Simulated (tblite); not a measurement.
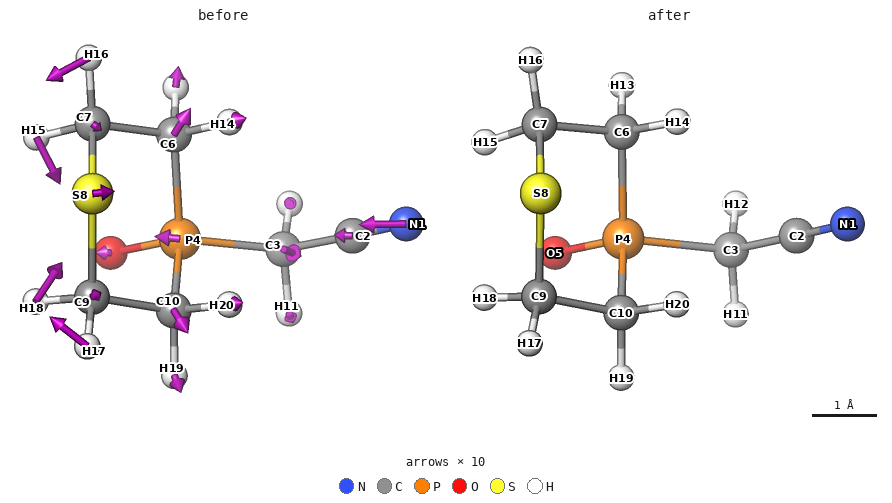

The structure of C6H10NOPS before (left) and after (right) a relaxation, at one scale. The purple arrows give the displacements, magnified 10 times.

The picture is a ball-and-stick view, seen at a tilt.

Method: tblite, GFN2-xTB geometry optimisation, gas phase. 

Summarise the run.

Answer. After 29 geometry steps the energy has fallen by 21.9 kJ/mol. H18 moves most after the best rigid fit: 0.089 Å. Largest moves by element: H 0.089 Å, N 0.075 Å, C 0.054 Å, P 0.041 Å, S 0.036 Å, O 0.027 Å. Among the contacts that change: C3–P4 1.777 → 1.856 Å, P4–C10 1.786 → 1.838 Å, N1–C2 1.168 → 1.143 Å, P4–O5 1.488 → 1.466 Å. Among the angles between lasting bonds that change: P4–C10–C9 111.6° → 107.3°, P4–C6–C7 111.4° → 107.4°, C2–C3–P4 114.5° → 111.6°. The run took 0.24 s on 1 thread of Intel(R) Xeon(R) Gold 6455B (shared host).
